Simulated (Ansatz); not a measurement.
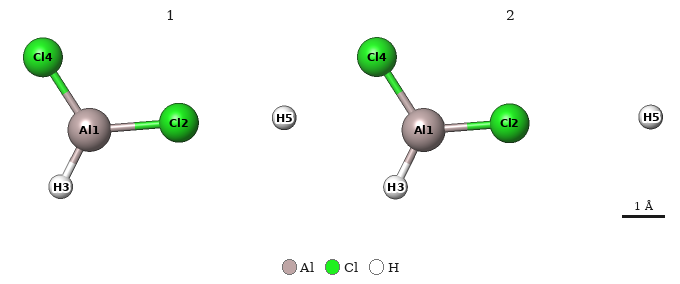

Two geometries of AlH2Cl2 (multiplicity 2), drawn at one scale. One is the start of a relaxation, the other its converged end. The picture is a ball-and-stick view, seen face on.

Computed with UKS BHLYP/cc-pVDZ in Ansatz. Set-up: collinear spin; force threshold 0.03 eV/Å; at most 50 steps.

### Which one is relaxed?

Structure 2 is the relaxed one. The run prepares an end point of a later path (reaction) calculation, from a guessed geometry. The energy falls by 0.097 eV in 7 geometry steps. Largest force component: 1.3 eV/Å at the start, 0.02 eV/Å at the end. The largest move after the best rigid fit is that of H5, 0.65 Å. By element the largest moves are H 0.65 Å, Cl 0.23 Å, Al 0.14 Å. Among the contacts that change: Al1–Cl2 2.193 → 2.108 Å, Al1–Cl4 2.099 → 2.110 Å. Cost: 15 s on 2 threads of Arm Neoverse V1, on a shared host, peak memory 0.17 GiB.

Limits of the set-up: the start holds two separate molecules, 2.6 Å apart at their closest, whose relative position is a soft coordinate and is computed without a dispersion correction.
